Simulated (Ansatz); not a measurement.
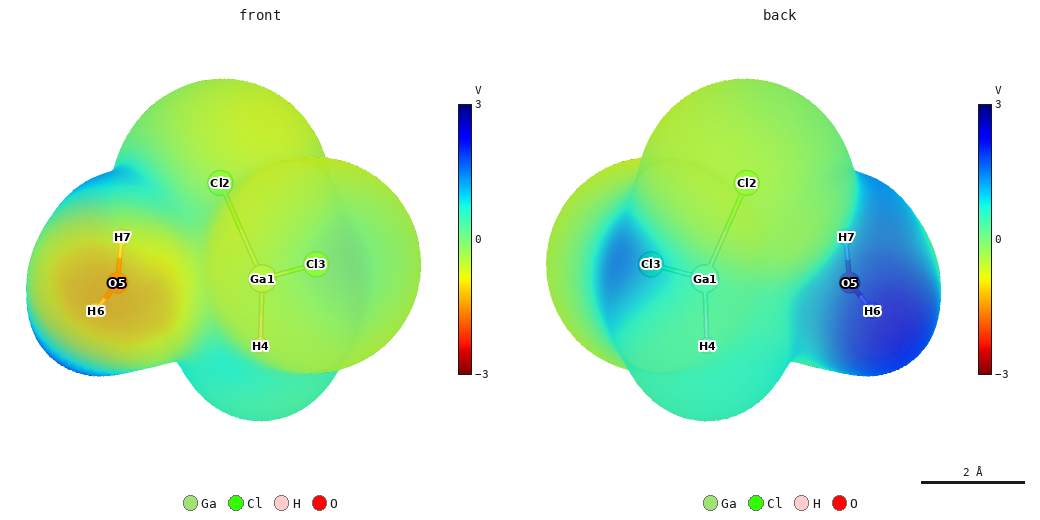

Figure 1: Cl2GaH···H2O. The molecular electrostatic potential painted on the density surface at 0.001 e/bohr³, seen from the front and from behind; red is negative and blue positive.

Not at a stationary point (largest force 1.2 eV/Å).

Level of theory: RKS LDA/def2-SVP in Ansatz.

```csv
atom,x (Å),y (Å),z (Å)
Ga,0.0543,0.2930,-0.0603
Cl,0.0673,0.4244,2.1492
Cl,1.9090,0.7662,-0.9588
H,-1.2870,0.0907,-0.8065
O,0.4189,-2.5417,0.7399
H,-0.4960,-2.8883,0.7377
H,0.4740,-2.0502,1.6017
```

### Describe the electrostatic potential map.

The most negative region (about −1.2 V, or −28 kcal/mol for a unit charge) lies over O5, the most positive (about +2.2 V, or +51 kcal/mol for a unit charge) over H6. O5 is the likeliest acceptor of a hydrogen bond.
